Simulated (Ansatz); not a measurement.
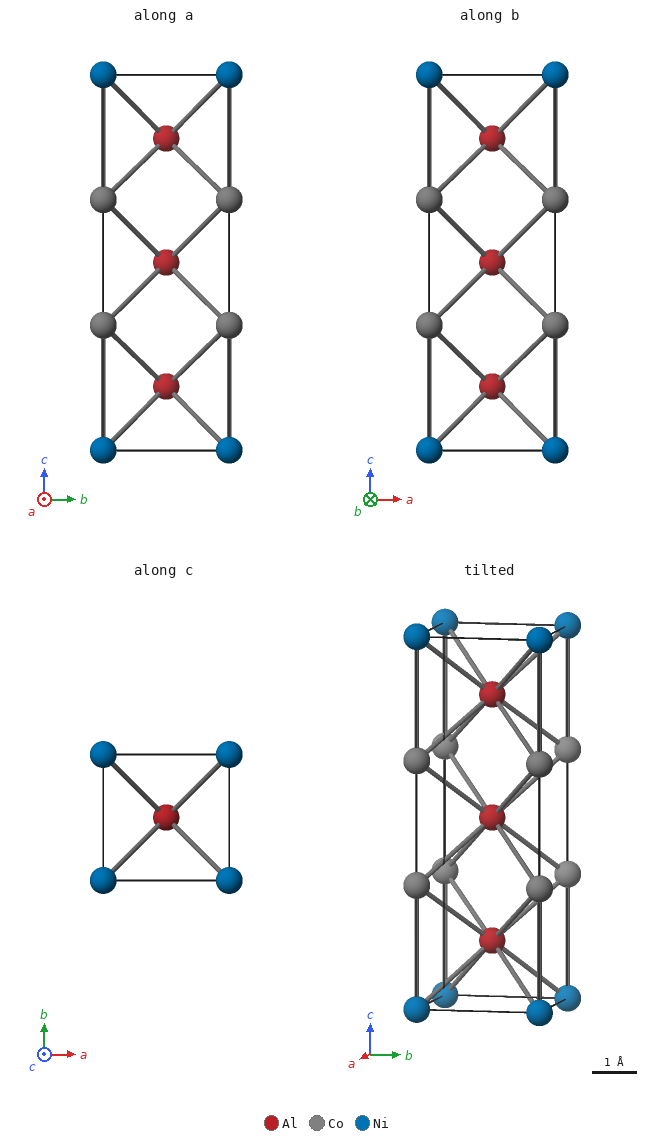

The figure gives a ball-and-stick picture of the atoms, viewed along the a axis, along the b axis, along the c axis and slightly off an axis. Thin lines show the conventional unit cell, with boundary atoms drawn in all their periodic places.

Lattice parameters: a = 2.8749 Å, b = 2.8749 Å, c = 8.5684 Å, α = 90.000°, β = 90.000°, γ = 90.000°.

Write the structure as a CIF in P1 with every atom of the cell, with free fractional coordinates to two decimals.

```cif
data_structure
_symmetry_space_group_name_H-M 'P 1'
_symmetry_Int_Tables_number 1
_cell_length_a 2.8749
_cell_length_b 2.8749
_cell_length_c 8.5684
_cell_angle_alpha 90.000
_cell_angle_beta 90.000
_cell_angle_gamma 90.000
_cell_volume 70.82
loop_
_atom_site_label
_atom_site_type_symbol
_atom_site_fract_x
_atom_site_fract_y
_atom_site_fract_z
_atom_site_occupancy
Al1 Al 0.50 0.50 0.83 1
Al2 Al 0.50 0.50 0.50 1
Al3 Al 0.50 0.50 0.17 1
Co1 Co 0.00 0.00 0.67 1
Co2 Co 0.00 0.00 0.33 1
Ni1 Ni 0.00 0.00 0.00 1
```

The cell started as a structure type filled with these elements by a generator (whether the compound takes this form wasn't checked). Earlier steps of the study may have refined or changed the cell and positions. Ansatz was used for an electronic-structure calculation on it.
